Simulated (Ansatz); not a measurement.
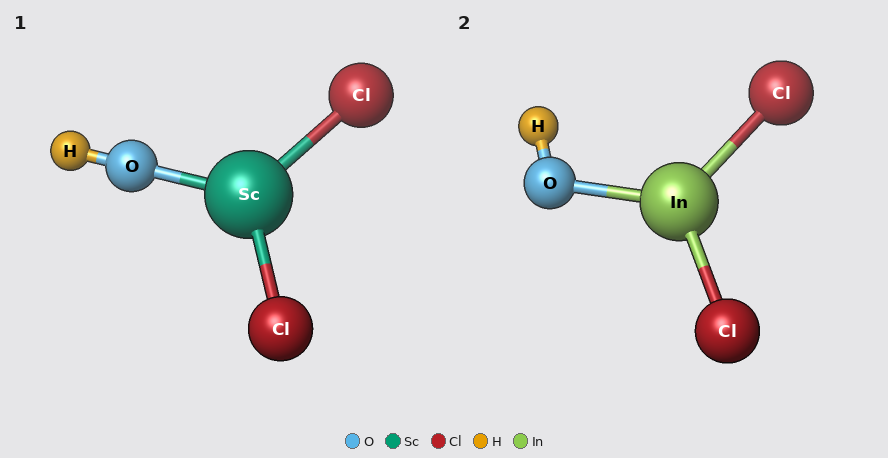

2 molecules with one skeleton, seen from the same side and at one scale. Charge 0, singlet. Computed geometries: PBE0-D4/def2-TZVP optimisations, one conformation each. Properties computed with Ansatz 0.2.0. Elements past Kr carry core potentials.

One atom differs, called X below: Sc in panel 1, In in panel 2. Their formulas are Cl2HOSc (`[OH][Sc]([Cl])[Cl]`), Cl2HInO (`[OH][In]([Cl])[Cl]`).

In which is the length of X–O larger (PBE0-D4/def2-TZVP)?

Answer. In panel 2 (X = In).

In which is the HOMO energy (Kohn–Sham orbital) higher (ωB97M-V/def2-QZVPP)?

Answer. In panel 1 (X = Sc).

Give the values. With PBE0-D4/def2-TZVP: mean length of X–Cl (Å), length of X–O (Å), angle Cl–X–Cl (°). With ωB97M-V/def2-QZVPP: HOMO energy (Kohn–Sham orbital) (eV), HOMO–LUMO gap (eV). With ωB97M-V/def2-TZVPP: dipole moment (D).

```json
{"quantity": "mean length of X–Cl (Å)", "1 (Sc)": "2.296", "2 (In)": "2.299", "2 − 1": "+0.003"}
{"quantity": "length of X–O (Å)", "1 (Sc)": "1.826", "2 (In)": "1.961", "2 − 1": "+0.135"}
{"quantity": "angle Cl–X–Cl (°)", "1 (Sc)": "121.3", "2 (In)": "120.6", "2 − 1": "−0.7"}
{"quantity": "HOMO energy (Kohn–Sham orbital) (eV)", "1 (Sc)": "−11.12", "2 (In)": "−11.56", "2 − 1": "−0.44"}
{"quantity": "HOMO–LUMO gap (eV)", "1 (Sc)": "10.21", "2 (In)": "10.79", "2 − 1": "+0.58"}
{"quantity": "dipole moment (D)", "1 (Sc)": "3.07", "2 (In)": "1.36", "2 − 1": "−1.71"}
```
